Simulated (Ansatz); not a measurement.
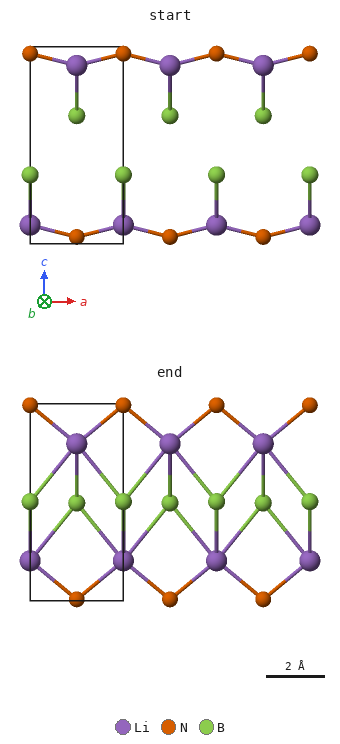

The structure of solid LiBN (a generated structure, set up in Pmmn) before (top) and after (bottom) a relaxation, at one scale.

The picture is a ball-and-stick view of the cell of the calculation, repeated 3 × 1 × 1 with one cell outlined, seen along the b axis.

The start is a swapped structure.

The calculation used DFT, PAW plane waves, PBE in Ansatz 0.2.0. (plane-wave cutoff 420 eV; k-point mesh 7 × 8 × 3; occupations cold; smearing width 0.1495 eV; no spin polarisation; atoms relaxed in a fixed cell; force threshold 0.03 eV/Å; at most 80 steps)

Q: Describe what moved and what it gained.

A: The energy falls by 1210 meV per atom in 7 accepted moves (8 points after the start). Largest force component: 3.6 eV/Å at the start, 0.023 eV/Å at the end. 1 step only repeated the SCF at the same geometry. The largest moves, 1.04 Å, are those of B atoms. Largest moves by element: B 1.04 Å, Li 0.74 Å, N 0.19 Å. The cell stays as it was. Some distances before and after: B–Li 4.101 → 2.561 Å, Li–Li 2.492 → 3.490 Å, B–B 2.950 → 2.132 Å, Li–N 1.659 → 2.087 Å. New bonds form: B–Li (4.10 → 2.56 Å). Bond angles that change, for instance: N–Li–N 151.5° → 100.8°, Li–N–Li 151.5° → 100.8°, N–Li–N 115.4° → 88.6°. The space group stays Pmmn (No. 59).
